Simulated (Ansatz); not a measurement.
## Electronic structure of AsH$_{5}$Si···H$_{2}$O in real space

Input

```
crystal:
  periodic: [false, false, false]
  atoms:
    - {symbol: Si, position_ang: [0.273888, 0.595848, -1.002961]}
    - {symbol: O, position_ang: [-1.388624, -0.084342, 1.591584]}
    - {symbol: H, position_ang: [-1.184555, 0.809119, -1.193051]}
    - {symbol: H, position_ang: [0.771619, 1.554732, 0.018001]}
    - {symbol: H, position_ang: [0.935626, 0.912483, -2.299213]}
    - {symbol: H, position_ang: [-1.120349, 0.646348, 2.153917]}
    - {symbol: As, position_ang: [0.711311, -1.670548, -0.488448]}
    - {symbol: H, position_ang: [-2.249315, 0.165156, 1.246553]}
    - {symbol: H, position_ang: [2.152221, -1.557782, -0.973500]}
    - {symbol: H, position_ang: [1.098076, -1.371114, 0.947118]}
basis:
  gaussian: {orbitals: def2-TZVPP}
hamiltonian: {xc: pbe0, dispersion: d4}
output: {orbitals: {seedname: orbitals}}
```

Run with:

```sh
ansatz run in.yaml --threads 4 --pin off --events-out ev --progress --plain --max-ram 9574MiB
```

The product side of a reaction path; geometry: PBE0-D4/def2-TZVP.

All numbers below come from Ansatz, RKS PBE0-D4/def2-TZVPP.

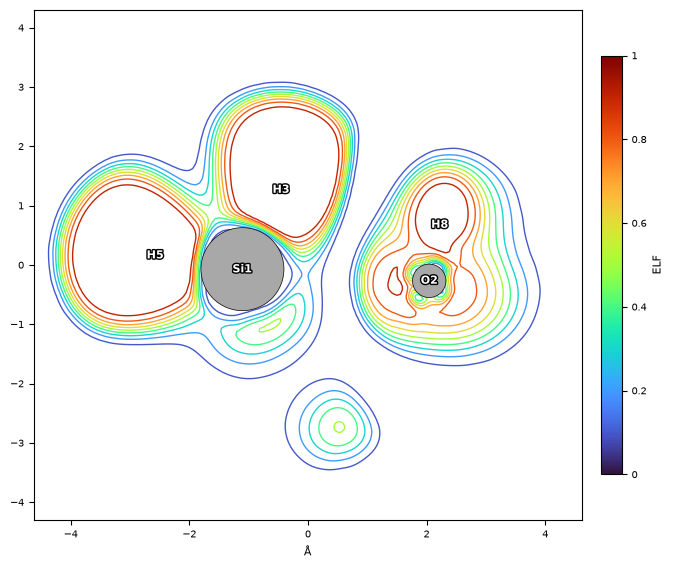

Figure 1. ELF on the plane of atoms H3, Si1 and H5. Grey discs cover the atomic cores.

> What does the map show?

- The plane passes through Si, O and H nuclei.
- Si1···O2 (3.16 Å): the ELF dips to about 0.05 between them.
- O–H (0.96 Å): the ELF climbs to about 1 towards the hydrogen, as it does in any bond to H; a covalent bond by its length.
- Si–H (1.49 Å): the ELF climbs to about 1 towards the hydrogen.

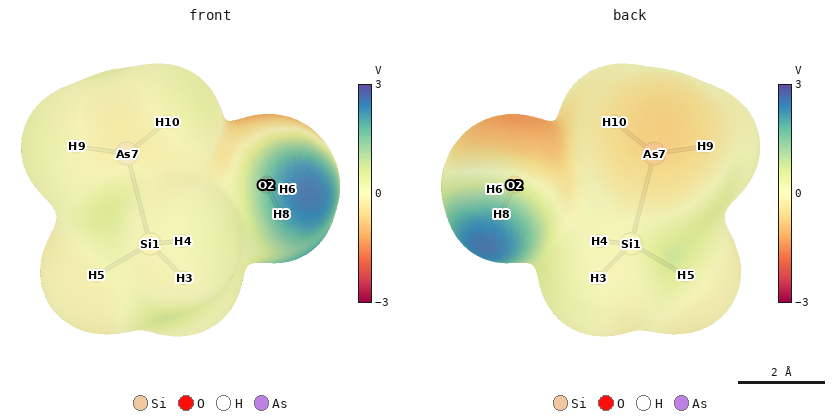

Figure 2. The electrostatic potential painted on the density surface at 0.002 e/bohr³, seen from the front and from behind; red is negative and blue positive.

> Which sites attract a positive test charge, and which a negative one?

A positive charge is drawn to the negative regions and a negative charge to the positive ones. The most negative region (about −1.3 V, or −30 kcal/mol for a unit charge) lies over O2, the most positive (about +2.6 V, or +60 kcal/mol for a unit charge) over H6 and H8. O2 is the likeliest acceptor of a hydrogen bond.

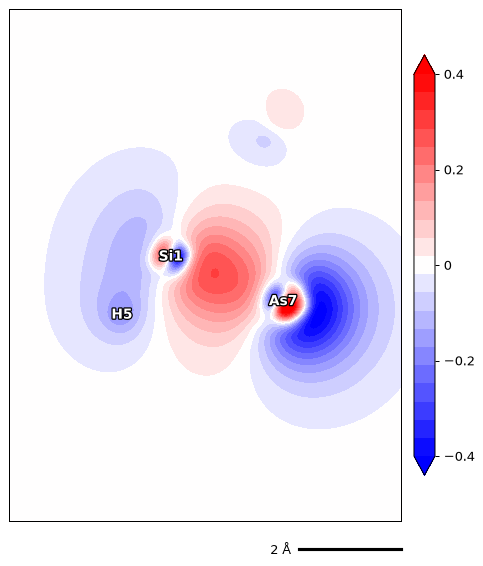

Figure 3. The HOMO on the plane of atoms H5, Si1 and As7 (values in Å⁻³ᐟ²; the overall sign is arbitrary).

> What is the character of this orbital?

It lies mainly on As7 (about 70 %) and Si1 (about 15 %); largely a lone pair of As7. Its energy is −7.19 eV.

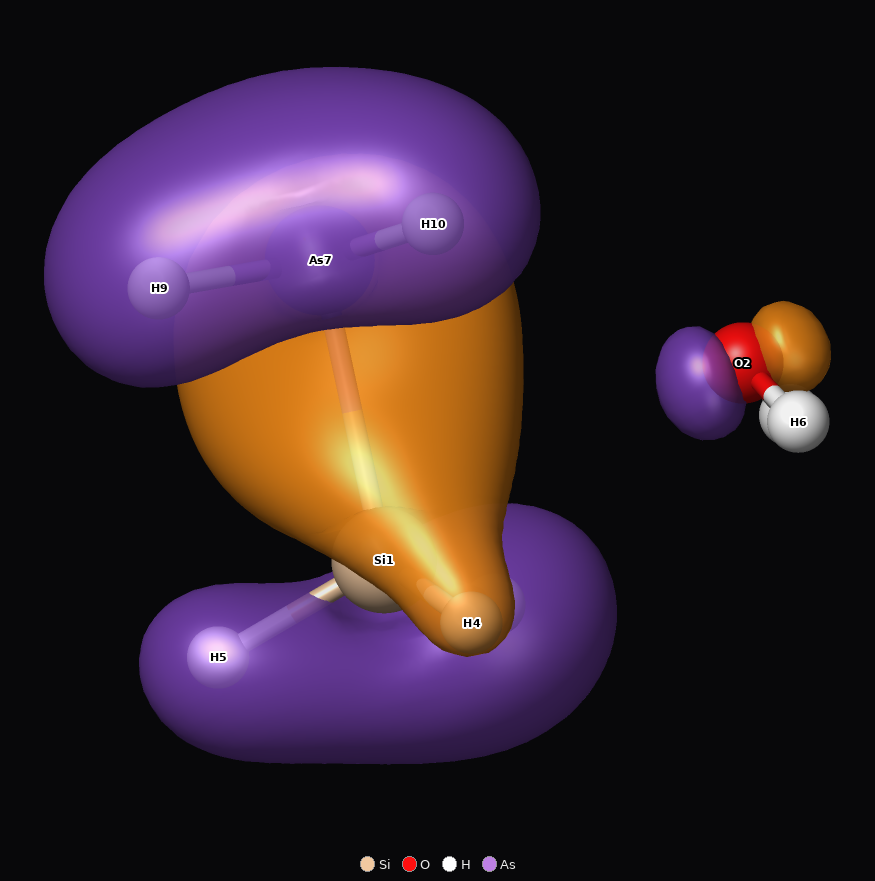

Figure 4. The HOMO−1 at ±0.08 Å⁻³ᐟ² (orange and purple are the two phases), seen at a tilt.

> Describe this orbital and give its energy.

It lies mainly on As7 (about 45 %), Si1 (about 25 %), H3 (about 10 %), H10 (about 10 %) and H9 (about 10 %). Its energy is −8.67 eV.
